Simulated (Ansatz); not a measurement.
HgTe under a change: x(Sb) = 0.667, 6 atoms, P3m1

Consider HgTe in the zinc blende structure (space group F-43m, No. 216; a = 6.510 Å).

The other end (x = 1) is HgSb in the zinc blende structure (space group F-43m, No. 216; a hypothetical phase, not in the database extracts checked): 32.75 Å³/atom, gap zero; this end may not be an ambient phase.

Modification: Sb replaces 66.7 % of the Te, ordered in a cell of 6 atoms (starting symmetry P3m1) and fully relaxed.

Computed with PBEsol (Ansatz, a quantum-chemistry and plane-wave program; PAW; 420 eV plane waves; without spin-orbit coupling). Γ-centred 12×12×4 mesh, Fermi–Dirac width 0.05 eV, for the changed cell.

```csv
quantity,base,changed,shift
volume per atom,34.48 Å³,33.24 Å³,-1.246 Å³
band gap,zero,zero,–
mixing energy (to 0.01 eV only: unlike meshes or grids) (against an end that may be hypothetical),–,0.00 eV/atom,–
deviation of the volume from the linear (Vegard-type) interpolation,–,-0.3 %,–
mean first-shell distances,–,"Te–Hg 2.818 Å (end compound 2.819 Å), Sb–Hg 2.771 Å (end compound 2.771 Å)",–
```

Final structure:

```yaml
crystal:
  lattice:
    - [4.49058, 0.00000, 0.00000]
    - [-2.24529, 3.88896, 0.00000]
    - [0.00000, 0.00000, 11.41940]
  atoms:
    - { symbol: Sb, position: [0.00000, 0.00000, 0.75125] }
    - { symbol: Sb, position: [0.33333, 0.66667, 0.42135] }
    - { symbol: Te, position: [0.66667, 0.33333, 0.08860] }
    - { symbol: Hg, position: [0.00000, 0.00000, 0.99133] }
    - { symbol: Hg, position: [0.33333, 0.66667, 0.66267] }
    - { symbol: Hg, position: [0.66667, 0.33333, 0.33479] }
```

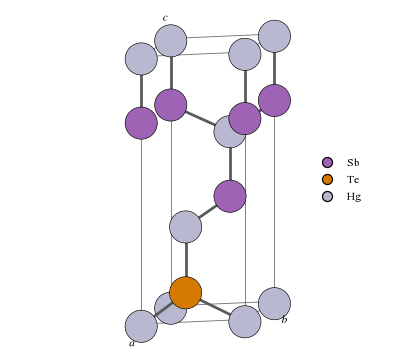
Figure: The relaxed conventional cell after the change

Each cell is one ordered arrangement of few atoms, which overstates ordering effects compared with a random alloy. With Hg and Te present, leaving out spin-orbit coupling can change the band edges. Whether these cells are dynamically stable was not tested. The final runs are not spin-polarised. An odd electron count without spin: HgSb. A zero or small gap of HgTe can be the functional's error rather than a property of the material.
